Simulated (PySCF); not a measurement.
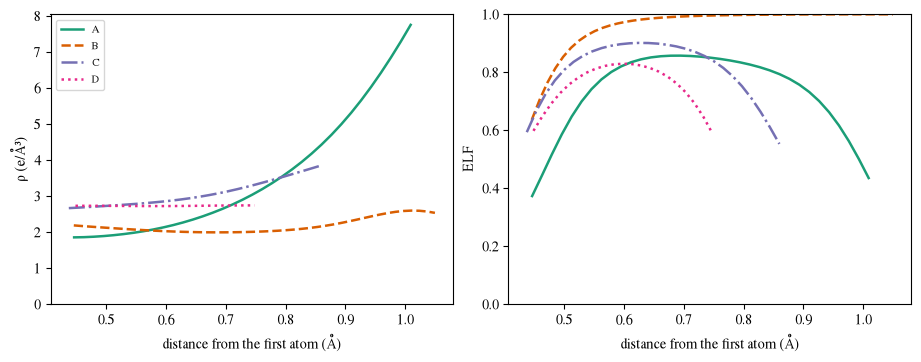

C₆H₄F₃N. Electron density and electron localisation function along straight lines between neighbouring atoms. The curves leave out the atomic cores.

Geometry: GFN2-xTB.

Theory: PBE0/def2-SVPD, SCF density, gas phase in PySCF 2.14.0.

```xyz
14

C    -1.4798    1.8429    1.2753
C    -0.7860    0.8903    1.0664
C    -0.0037   -0.2962    0.7360
N    -0.6712   -1.3158   -0.0518
C    -1.7943   -1.1282   -0.5687
C     1.2284    0.1235   -0.0324
F     1.0030    0.7751   -1.1852
C     2.4781   -0.1210    0.3391
F     3.5698    0.2328   -0.3196
F     2.7918   -0.7501    1.4649
H    -2.0625    2.6865    1.4988
H     0.3260   -0.7879    1.6609
H    -2.2104   -1.9350   -1.1541
H    -2.3896   -0.2172   -0.4715
```

**Which curve belongs to which contact (C–C, C–F, C–H and C–N)? The first atom named is at distance zero.**

Curve A: C–F (1.32 Å): ρ at the midpoint is about 2.4 e/Å³; the ELF peaks at about 0.85 between the atoms; a polar covalent bond. Curve B: C–H (1.05 Å): ρ is about 2.1 e/Å³ halfway; the ELF climbs to about 1 towards the hydrogen, as it does in any bond to H: a covalent bond by its length. Curve C: C–N (1.25 Å): ρ at the midpoint is about 2.9 e/Å³; the ELF peaks at about 0.90 between the atoms (a multiple bond). Curve D: C–C (1.20 Å): ρ at the midpoint is about 2.7 e/Å³; the ELF peaks at about 0.85 between the atoms (a multiple bond).
